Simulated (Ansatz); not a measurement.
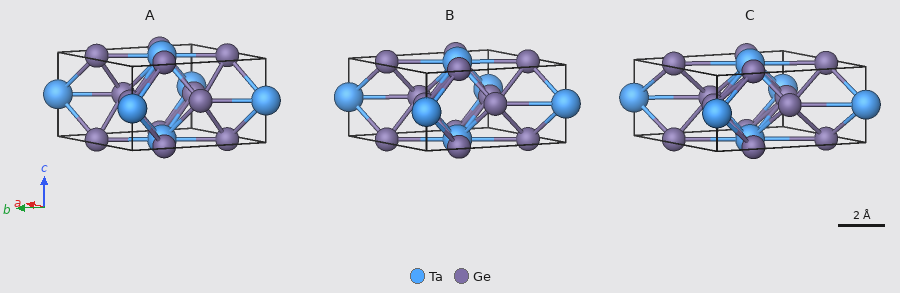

3 geometries from one relaxation of crystalline TaGe$_{4}$ (a generated structure, set up in I4/m) (coarse preliminary run), in shuffled order. The picture is a ball-and-stick view of the conventional cell (2 times the calculation's cell), seen from a free direction. Lengths and directions refer to the drawn axes.

These are results of Ansatz, DFT PBE, scalar-relativistic, plane waves, PAW, not measurements. Settings: plane-wave cutoff 420 eV; k-point mesh 6 × 6 × 6; occupations gaussian; smearing width 0.1 eV; no spin polarisation; cell and atoms relaxed; force threshold 0.04 eV/Å; at most 70 steps.

> Order the frames from highest to lowest energy.

C, B, A. They are steps 0, 2, 6, at +142 meV per atom, +33.2 meV per atom relative to the last. The energy falls by 142 meV per atom in 5 accepted moves (6 points after the start). Largest force component: 0.46 eV/Å at the start, 0.02 eV/Å at the end. Pressure: −8.14 GPa at the start and −0.24 GPa at the end. At 1 point the geometry stayed and the basis and grid were re-selected for the new cell (energy shift of 0.3 meV per atom at most each time). The largest moves relative to the cell, 0.14 Å, are those of Ge atoms. Ta stays in place. Cell: a = b 7.575 → 6.794 Å (−10.3 %), c 3.388 → 3.751 Å (+10.7 %). Volume −10.9 %. Near-neighbour distances that change, for instance: Ge–Ta 3.388 → 2.903 Å, Ta–Ta 3.388 → 3.751 Å, Ge–Ge 2.934 → 2.687 Å, Ge–Ta 2.934 → 2.912 Å. Among the angles between lasting bonds that change: Ge–Ge–Ge 70.5° → 88.5°, Ta–Ge–Ta 70.5° → 80.2°, Ta–Ge–Ge 70.5° → 62.3°. The space group stays I4/m (No. 87). Cost: 100 s on 1 thread of Arm Neoverse N1 (shared host), peak memory 0.45 GiB.
